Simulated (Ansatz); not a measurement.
**SrF (SMILES [F][Sr]), step by step**

We compute a series of 24 runs (UHF/STO-3G, UHF/3-21G, UPBE/def2-SVP, U-wB97M-V/def2-TZVPD, USVWN5/def2-TZVP, U-wB97X-V/def2-TZVP, UB3LYP-D4/def2-TZVP, UPBE-D3(BJ)/def2-TZVP, and more) of FSr. 

The results are computed with Ansatz 0.2.0.

## 1. Starting point

SrF has 2 atoms, charge 0, and is taken as a doublet. As SMILES, `[F][Sr]`. The shape is that of a PBE0-D4/def2-TZVP optimisation. The run starts from this shape.

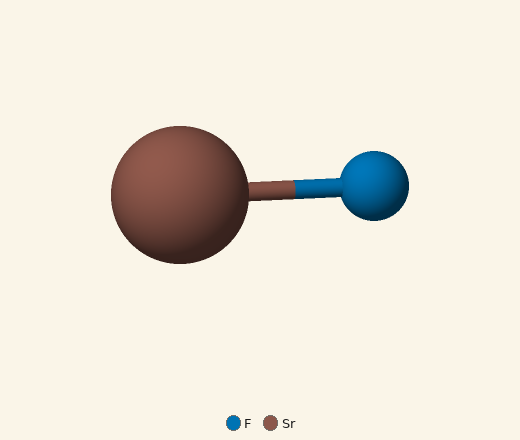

Viewed from a chosen angle; fluorine blue, strontium brown.

## 2. A geometry optimisation at UHF/STO-3G (paw set gaussian, start density atoms) (run 1)

run.yaml

```yaml
crystal:
  periodic: [false, false, false]
  atoms:
    - {symbol: F, position_ang: [0.000000, 0.000000, -0.069330]}
    - {symbol: Sr, position_ang: [-0.000000, -0.000000, 2.012350]}
basis:
  gaussian: {orbitals: STO-3G}
magnetization: {spin_polarized: true, initial_magnetization: 1}
hamiltonian: {xc: hf}
relax: {f_tol: 0.002}
output: {orbitals: {seedname: orbitals}}
```

Started as:

```bash
$ ansatz run run.yaml --threads 1 --pin off --max-ram 3480MiB --events-out events.jsonl --progress --plain --runs-dir runs
```

Standard output, cut to the lines that bear on the results:

```text
Warning: RAYON_NUM_THREADS=1 ignored (pool sized by the plan → 1); use --threads N
[...]
Functional definition: HF
  name "HF"
[...]
308 factors; integrals over basis functions are off by at most 3.3e-5 eV
[...]
mean field -86996.66527956 eV, -3197.0684805662 hartree, gradient 8.2e-6 eV, S^2 0.800332; 0 other end points of the search recorded, 0 dependent functions left out
[...]
reference -86996.66527956 eV, -3197.0684805662 hartree; 24, 23 occupied and 3, 4 virtual orbitals, 308 factors
relax step   1: F+E_penalty+E_count = -86996.66527956 eV  Δ(F+E_penalty+E_count) = +0.000e0 eV  max|allowed force component| = 5.746e0 eV/Å  Δτ_max = 0.0000 Å  (84 SCF iters, accepted)
[...]
relax step   4: F+E_penalty+E_count = -86997.67647124 eV  Δ(F+E_penalty+E_count) = -1.196e-2 eV  max|allowed force component| = 3.228e-3 eV/Å  Δτ_max = 0.0934 Å  (34 SCF iters, accepted)
[...]
relax step   5: F+E_penalty+E_count = -86997.67647570 eV  Δ(F+E_penalty+E_count) = -4.453e-6 eV  max|allowed force component| = 3.758e-4 eV/Å  Δτ_max = 0.0016 Å  (30 SCF iters, accepted)
308 factors; integrals over basis functions are off by at most 2.0e-5 eV
[...]
mean field -86997.67647570 eV, -3197.1056413388 hartree, gradient 2.7e-5 eV, S^2 0.829174; 3 other end points of the search recorded, 0 dependent functions left out
[...]
reference -86997.67647570 eV, -3197.1056413388 hartree; 24, 23 occupied and 3, 4 virtual orbitals, 308 factors
Total energy: -86997.67647570 eV, -3197.1056413388 hartree
Atom 0 at     0.000000     0.000000    -0.364936 Å, force     0.000000    -0.000000    -0.000376 eV/Å
Atom 1 at    -0.000000    -0.000000     2.307956 Å, force    -0.000000     0.000000     0.000376 eV/Å
Dipole moment:    -0.000000    -0.000000     0.212865 e Å
```

It took 2.4 s on 1 thread of Arm Neoverse V1, shared host; peak memory 0.082 GiB.

Steps, from the record of the run:

```
step  energy from the first frame kept (eV)  largest force (eV/Å)
   1                                 0.0000                5.7457
   2                                -0.9694                0.5380
   3                                -0.9992                0.0912
   4                                -1.0112                0.0032
   5                                -1.0112                0.0004
```

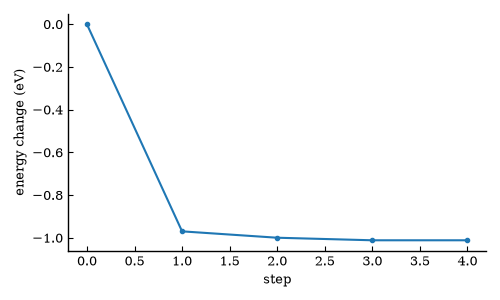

Energy along the run.

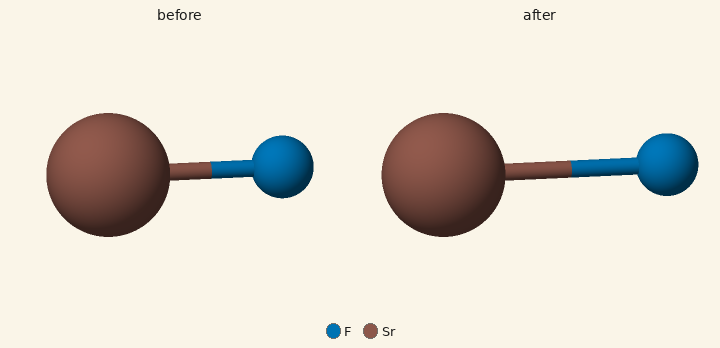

Before and after, at one scale.

After the run. Bond lengths: F1–Sr2 2.673 Å.

## 3. The harmonic vibrations at UHF/STO-3G (paw set gaussian, start density atoms) (run 2)

molecule.yaml

```yaml
crystal:
  periodic: [false, false, false]
  atoms:
    - symbol: F
      position_ang: [0.000000, 0.000000, -0.364936]
    - symbol: Sr
      position_ang: [-0.000000, -0.000000, 2.307956]
basis:
  gaussian: {orbitals: STO-3G}
total_charge: 0
magnetization: {spin_polarized: true, initial_magnetization: 1}
hamiltonian: {xc: hf}
phonons: {temperatures: {t_min: 298.15, t_max: 298.15, t_step: 1}}
```

Started as:

```bash
$ ansatz run molecule.yaml --threads 1 --pin off --max-ram 3480MiB --events-out events.jsonl --progress --plain --runs-dir runs
```

Standard output, cut to the lines that bear on the results:

```text
Warning: RAYON_NUM_THREADS=1 ignored (pool sized by the plan → 1); use --threads N
[... 2 set-up lines as earlier in the session ...]
[...]
300 factors; integrals over basis functions are off by at most 4.8e-5 eV
[...]
mean field -86997.67646189 eV, -3197.1056408313 hartree, gradient 1.1e-5 eV, S^2 0.829174; 2 other end points of the search recorded, 0 dependent functions left out
[...]
reference -86997.67646189 eV, -3197.1056408313 hartree; 24, 23 occupied and 3, 4 virtual orbitals, 300 factors
[...]
300 factors; integrals over basis functions are off by at most 4.8e-5 eV
mean field -86997.67646189 eV, -3197.1056408314 hartree, gradient 3.1e-6 eV, S^2 0.829174; 0 other end points of the search recorded, 0 dependent functions left out
[...]
reference -86997.67646189 eV, -3197.1056408314 hartree; 24, 23 occupied and 3, 4 virtual orbitals, 300 factors
[...]
300 factors; integrals over basis functions are off by at most 4.8e-5 eV
[...]
300 factors; integrals over basis functions are off by at most 4.8e-5 eV
mean field -86997.67645934 eV, -3197.1056407375 hartree, gradient 3.1e-6 eV, S^2 0.828775; 0 other end points of the search recorded, 0 dependent functions left out
[...]
reference -86997.67645934 eV, -3197.1056407375 hartree; 24, 23 occupied and 3, 4 virtual orbitals, 300 factors
[...]
300 factors; integrals over basis functions are off by at most 4.9e-5 eV
[...]
mean field -86997.67645709 eV, -3197.1056406551 hartree, gradient 3.2e-6 eV, S^2 0.829571; 0 other end points of the search recorded, 0 dependent functions left out
[...]
reference -86997.67645709 eV, -3197.1056406551 hartree; 24, 23 occupied and 3, 4 virtual orbitals, 300 factors
Total energy: -86997.67646189 eV, -3197.1056408313 hartree
Atom 0 at     0.000000     0.000000    -0.364936 Å, force    -0.000000    -0.000000    -0.000436 eV/Å
Atom 1 at     0.000000     0.000000     2.307956 Å, force     0.000000    -0.000000     0.000436 eV/Å
Dipole moment:    -0.000000    -0.000000     0.212865 e Å
Vibrations: 143.10 cm⁻¹, zero-point energy 0.008871 eV
```

Wall time 3.3 s (1 thread of Arm Neoverse V1, shared host); peak memory 0.082 GiB.

Runs 3 to 11 aren't shown in full; the table further down has their settings and results.

## 4. The singlet cation: a geometry optimisation at UPBE/def2-SVP (core potential, paw set gaussian, start density atoms) (run 12)

job.yaml

```yaml
crystal:
  periodic: [false, false, false]
  atoms:
    - {symbol: F, position_ang: [0.000000, -0.000000, -0.075648]}
    - {symbol: Sr, position_ang: [-0.000000, 0.000000, 2.018668]}
basis:
  gaussian: {orbitals: def2-SVP}
magnetization: {spin_polarized: true, initial_magnetization: 0}
relax: {}
hamiltonian: {xc: pbe}
total_charge: 1
```

Started as:

```bash
$ ansatz run job.yaml --threads 1 --pin off --max-ram 3480MiB --events-out events.jsonl --progress --plain --runs-dir runs
```

Standard output, cut to the lines that bear on the results:

```text
Warning: RAYON_NUM_THREADS=1 ignored (pool sized by the plan → 1); use --threads N
[...]
Functional definition: PBE
  name "PBE"
[...]
429 factors; their error is unknown
[...]
mean field -3543.53179915 eV, -130.2223917267 hartree, gradient 4.0e-5 eV, S^2 0.000000; 0 other end points of the search recorded, 0 dependent functions left out
[...]
reference -3543.53184800 eV, -130.2223935218 hartree; 9, 9 occupied and 28, 28 virtual orbitals, 429 factors
relax step   1: F+E_penalty+E_count = -3543.53179915 eV  Δ(F+E_penalty+E_count) = +0.000e0 eV  max|allowed force component| = 1.001e0 eV/Å  Δτ_max = 0.0000 Å  (28 SCF iters, accepted)
[...]
relax step   2: F+E_penalty+E_count = -3543.55907544 eV  Δ(F+E_penalty+E_count) = -2.728e-2 eV  max|allowed force component| = 3.153e-1 eV/Å  Δτ_max = 0.0360 Å  (25 SCF iters, accepted)
[...]
relax step   3: F+E_penalty+E_count = -3543.56144955 eV  Δ(F+E_penalty+E_count) = -2.374e-3 eV  max|allowed force component| = 3.672e-3 eV/Å  Δτ_max = 0.0075 Å  (23 SCF iters, accepted)
429 factors; their error is unknown
[...]
mean field -3543.56144955 eV, -130.2234813588 hartree, gradient 1.7e-5 eV, S^2 0.000000; 1 other end points of the search recorded, 0 dependent functions left out
[...]
reference -3543.56149923 eV, -130.2234831844 hartree; 9, 9 occupied and 28, 28 virtual orbitals, 429 factors
Total energy: -3543.56149923 eV, -130.2234831844 hartree
Atom 0 at     0.000000     0.000000    -0.047164 Å, force     0.000000     0.000000    -0.003672 eV/Å
Atom 1 at    -0.000000    -0.000000     1.990184 Å, force    -0.000000    -0.000000     0.003672 eV/Å
Dipole moment:     0.000000    -0.000000     1.483892 e Å
```

Run time: 4.8 s. Hardware: 1 thread of Arm Neoverse V1, shared host; peak memory 0.11 GiB.

Step by step:

```
step  energy from the first frame kept (eV)  largest force (eV/Å)
   1                                 0.0000                1.0012
   2                                -0.0273                0.3153
   3                                -0.0297                0.0037
```

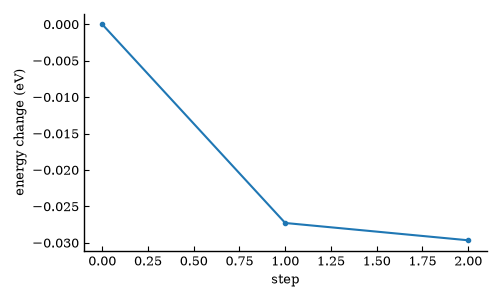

Energy along the run.

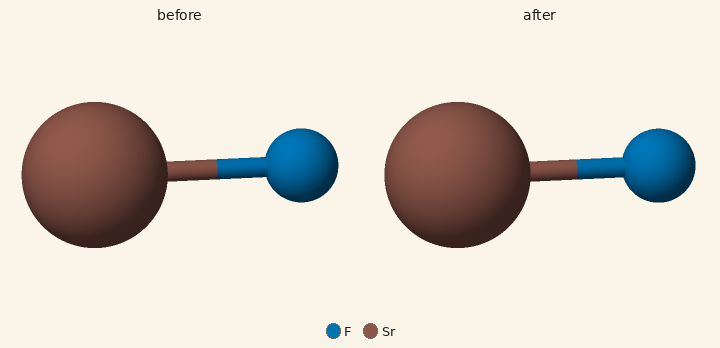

Before and after, at one scale.

After the run. Bond lengths: F1–Sr2 2.037 Å.

Runs 13 to 23 aren't shown in full; the table further down has their settings and results.

## 5. The harmonic vibrations at U-r2SCAN/def2-TZVP (core potential, paw set gaussian, start density atoms) (run 24)

in.yaml

```yaml
crystal:
  periodic: [false, false, false]
  atoms:
    - {symbol: F, position_ang: [-0.000000, 0.000000, -0.071043]}
    - {symbol: Sr, position_ang: [0.000000, -0.000000, 2.014063]}
basis:
  gaussian:
    orbitals: def2-TZVP
magnetization:
  spin_polarized: true
  initial_magnetization: 1
hamiltonian:
  xc: r2scan
phonons:
  temperatures: {t_min: 298.15, t_max: 298.15, t_step: 1}
```

Started as:

```bash
$ ansatz run in.yaml --threads 1 --pin off --max-ram 3480MiB --events-out events.jsonl --progress --plain --runs-dir runs
```

Standard output, cut to the lines that bear on the results:

```text
Warning: RAYON_NUM_THREADS=1 ignored (pool sized by the plan → 1); use --threads N
Functional definition: r2SCAN
  name "r2SCAN"
[...]
469 factors; their error is unknown
[...]
mean field -3554.55169246 eV, -130.6273653361 hartree, gradient 2.3e-5 eV, S^2 0.750481; 1 other end points of the search recorded, 0 dependent functions left out
[...]
reference -3554.55172960 eV, -130.6273667012 hartree; 10, 9 occupied and 54, 55 virtual orbitals, 469 factors
[...]
469 factors; their error is unknown
mean field -3554.55169246 eV, -130.6273653361 hartree, gradient 6.5e-7 eV, S^2 0.750481; 0 other end points of the search recorded, 0 dependent functions left out
[...]
reference -3554.55172960 eV, -130.6273667012 hartree; 10, 9 occupied and 54, 55 virtual orbitals, 469 factors
[...]
469 factors; their error is unknown
[...]
reference -3554.55172960 eV, -130.6273667012 hartree; 10, 9 occupied and 54, 55 virtual orbitals, 469 factors
[...]
469 factors; their error is unknown
[...]
mean field -3554.55164891 eV, -130.6273637357 hartree, gradient 2.3e-6 eV, S^2 0.750481; 0 other end points of the search recorded, 0 dependent functions left out
[...]
reference -3554.55168608 eV, -130.6273651018 hartree; 10, 9 occupied and 54, 55 virtual orbitals, 469 factors
[...]
469 factors; their error is unknown
mean field -3554.55164604 eV, -130.6273636304 hartree, gradient 2.5e-6 eV, S^2 0.750481; 0 other end points of the search recorded, 0 dependent functions left out
[...]
reference -3554.55168316 eV, -130.6273649945 hartree; 10, 9 occupied and 54, 55 virtual orbitals, 469 factors
Total energy: -3554.55172960 eV, -130.6273667012 hartree
Atom 0 at     0.000000     0.000000    -0.071043 Å, force     0.000000     0.000000    -0.000507 eV/Å
Atom 1 at     0.000000     0.000000     2.014063 Å, force    -0.000000    -0.000000     0.000507 eV/Å
Dipole moment:    -0.000000     0.000000     0.725755 e Å
Vibrations: 500.71 cm⁻¹, zero-point energy 0.031040 eV
```

Wall time 27 s (1 thread of Arm Neoverse V1, shared host); peak memory 0.16 GiB.

## 6. All runs side by side

```csv
run,level,task,walk f tol,partner,energy (Eh),dipole moment (D),⟨S²⟩,wall time
1,"UHF/STO-3G (paw set gaussian, start density atoms)",optimise,0.002,base,-3197.105641,1.02,0.829,2.4 s
2,"UHF/STO-3G (paw set gaussian, start density atoms)",frequencies,–,base,-3197.105641,1.02,0.829,3.3 s
3,"UHF/STO-3G (paw set gaussian, start density atoms)",energy,–,cation,-3197.064505,–,1.001,0.6 s
4,"UHF/STO-3G (paw set gaussian, start density atoms)",optimise,–,cation,-3197.064925,–,1.001,2.6 s
5,"UHF/3-21G (paw set gaussian, start density atoms)",optimise,0.002,base,-3216.009323,3.87,0.751,1.3 s
6,"UHF/3-21G (paw set gaussian, start density atoms)",frequencies,–,base,-3216.009323,3.87,0.751,2.9 s
7,"UHF/3-21G (paw set gaussian, start density atoms)",energy,–,cation,-3215.808972,–,–,0.38 s
8,"UHF/3-21G (paw set gaussian, start density atoms)",optimise,–,cation,-3215.809946,–,–,1.5 s
9,"UPBE/def2-SVP (core potential, paw set gaussian, start density atoms)",optimise,0.002,base,-130.426085,3.25,0.750,5.1 s
10,"UPBE/def2-SVP (core potential, paw set gaussian, start density atoms)",frequencies,–,base,-130.426085,3.25,0.750,9.6 s
11,"UPBE/def2-SVP (core potential, paw set gaussian, start density atoms)",energy,–,cation,-130.222394,–,–,1.2 s
12,"UPBE/def2-SVP (core potential, paw set gaussian, start density atoms)",optimise,–,cation,-130.223483,–,–,4.8 s
13,"U-wB97M-V/def2-TZVPD (core potential, paw set gaussian, start density atoms)",optimise,0.002,base,-130.566086,3.60,0.750,37 s
14,"U-wB97M-V/def2-TZVPD (core potential, paw set gaussian, start density atoms)",frequencies,–,base,-130.566086,3.60,0.750,68 s
15,"USVWN5/def2-TZVP (core potential, paw set gaussian, start density atoms)",optimise,0.002,base,-129.920750,3.58,0.750,2.9 s
16,"USVWN5/def2-TZVP (core potential, paw set gaussian, start density atoms)",frequencies,–,base,-129.920750,3.58,0.750,9.3 s
17,"U-wB97X-V/def2-TZVP (core potential, paw set gaussian, start density atoms)",optimise,0.002,base,-130.601712,3.37,0.750,30 s
18,"U-wB97X-V/def2-TZVP (core potential, paw set gaussian, start density atoms)",frequencies,–,base,-130.601712,3.37,0.750,58 s
19,"UB3LYP-D4/def2-TZVP (core potential, paw set gaussian, start density atoms)",optimise,0.002,base,-130.673026,3.85,0.750,6.9 s
20,"UB3LYP-D4/def2-TZVP (core potential, paw set gaussian, start density atoms)",frequencies,–,base,-130.673026,3.85,0.750,15 s
21,"UPBE-D3(BJ)/def2-TZVP (core potential, paw set gaussian, start density atoms)",optimise,0.002,base,-130.563524,3.45,0.750,6 s
22,"UPBE-D3(BJ)/def2-TZVP (core potential, paw set gaussian, start density atoms)",frequencies,–,base,-130.563524,3.45,0.750,14 s
23,"U-r2SCAN/def2-TZVP (core potential, paw set gaussian, start density atoms)",optimise,0.002,base,-130.627367,3.49,0.750,12 s
24,"U-r2SCAN/def2-TZVP (core potential, paw set gaussian, start density atoms)",frequencies,–,base,-130.627367,3.49,0.750,27 s
```

## 7. Results

```
                                                                              quantity          value
                                              run 24, U-r2SCAN/def2-TZVP: total energy  -130.62737 Eh
                                             run 24, U-r2SCAN/def2-TZVP: dipole moment         3.49 D
                                                      run 24, U-r2SCAN/def2-TZVP: ⟨S²⟩          0.750
                                  run 24, U-r2SCAN/def2-TZVP: largest force on an atom     0.001 eV/Å
                                       run 24, U-r2SCAN/def2-TZVP: harmonic wavenumber       501 cm⁻¹
                                         run 24, U-r2SCAN/def2-TZVP: zero-point energy     3.0 kJ/mol
              vertical ionisation energy (to the singlet cation), in doubt, UHF/STO-3G       1.119 eV
                         vertical ionisation energy (to the singlet cation), UHF/3-21G       5.452 eV
                     vertical ionisation energy (to the singlet cation), UPBE/def2-SVP       5.543 eV
   adiabatic ionisation energy (to the singlet cation, no zero-point term), UHF/STO-3G       1.108 eV
    adiabatic ionisation energy (to the singlet cation, no zero-point term), UHF/3-21G       5.425 eV
adiabatic ionisation energy (to the singlet cation, no zero-point term), UPBE/def2-SVP       5.513 eV
```

In words: At UHF/STO-3G: removing an electron at fixed nuclei costs 1.12 eV (26 kcal/mol). This value lies far from the orbital energy or is too small for a neutral ground state: the hole may sit in another orbital, or the first species is not in its lowest state. Only the singlet of the ionised species was computed; a triplet could lie lower. Its partner is spin-contaminated (⟨S²⟩ = 1.00 against 0.00), so the difference is in doubt. In a minimal basis such a difference can be off by several eV, whatever the method. At UHF/3-21G: the vertical ionisation energy comes to 5.45 eV (126 kcal/mol). Totals of different functionals can't be ranked against each other. Some runs of one species differ in core potentials or relativity; totals across that change don't compare. In runs 1, 2, 3, 4 the basis is minimal, so the values are rough. In runs 1, 2, 3, 4, 5, 6, 7, 8 relativity is left out where basis or elements ask for it. Spin contamination of the reference: run 4 ⟨S²⟩ = 1.00, run 3 ⟨S²⟩ = 1.00. Where it is this large, the reference is a mixture of spin states, and values that rest on it are in doubt. All runs together took 5.4 min, the longest 68 s.
